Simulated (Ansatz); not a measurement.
**How methods differ on InH3F− ([InFH3]-)**

The species is InH3F− (5 atoms), meant as a singlet with charge -1. As SMILES, `[H][In-]([H])([H])[F]`. Geometry: a GFN2-xTB relaxation, a rough one for these elements and not checked as a minimum.

```xyz
5

In    0.0017    0.0031   -0.1344
F     0.0095   -0.0193    1.8835
H     1.6439    0.0097   -0.5932
H    -0.8322    1.4253   -0.5650
H    -0.8229   -1.4189   -0.5910
```

Each level gives the energy change with the In1–H5 bond stretched from 1.706 to 4.265 Å (eV). The values are calculated.

```csv
level,kind,program,value (eV),less FCI/STO-3G,CPU time (all runs)
B3LYP/STO-3G (restricted),global hybrid,Ansatz,5.78,+0.72,4 s
BHLYP/STO-3G (restricted),global hybrid,Ansatz,6.73,+1.67,3.8 s
r2SCAN0/STO-3G (restricted),hybrid meta-GGA,Ansatz,6.27,+1.21,9.3 s
wB97M-V/STO-3G (restricted),range-separated hybrid,Ansatz,6.73,+1.67,45 s
CCSD(T)/STO-3G (restricted),coupled cluster or CI,Ansatz,4.75,-0.31,1.1 s
CCSD/STO-3G (restricted),coupled cluster or CI,Ansatz,5.22,+0.16,1.1 s
CCSDT(Q)/STO-3G (restricted),coupled cluster or CI,Ansatz,5.08,+0.02,2 s
CCSDT/STO-3G (restricted),coupled cluster or CI,Ansatz,5.07,+0.01,1.8 s
FCI/STO-3G,exact in the basis,Ansatz,5.06,0.00,24 s
```

FCI/STO-3G is exact within its basis and frozen core, so for wave-function methods in that basis the difference is their error; functionals converge differently with the basis, so for them it is only a difference. All-electron rows without a relativistic Hamiltonian named are non-relativistic. Sets without diffuse functions describe the anion poorly. The first shape isn't each level's own minimum. The values span 4.75 to 6.73 eV. All rows use very small basis sets, so even the best lies far from the true value. In the correlated wave-function rows the outer d shell of In is correlated, in sets not made for it. CPU times are rough (shared hosts, several kinds of processor): they show what a rung costs within a factor of a few.

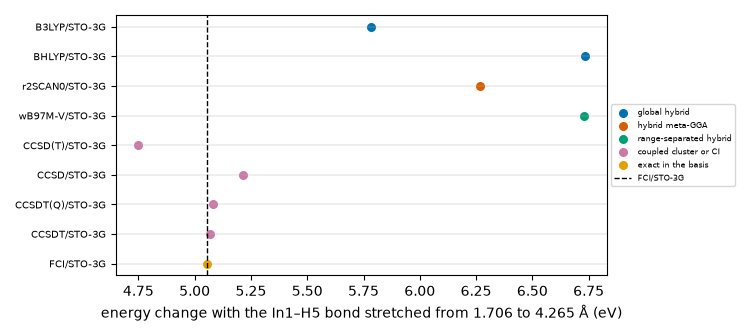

The values of the table, level by level.
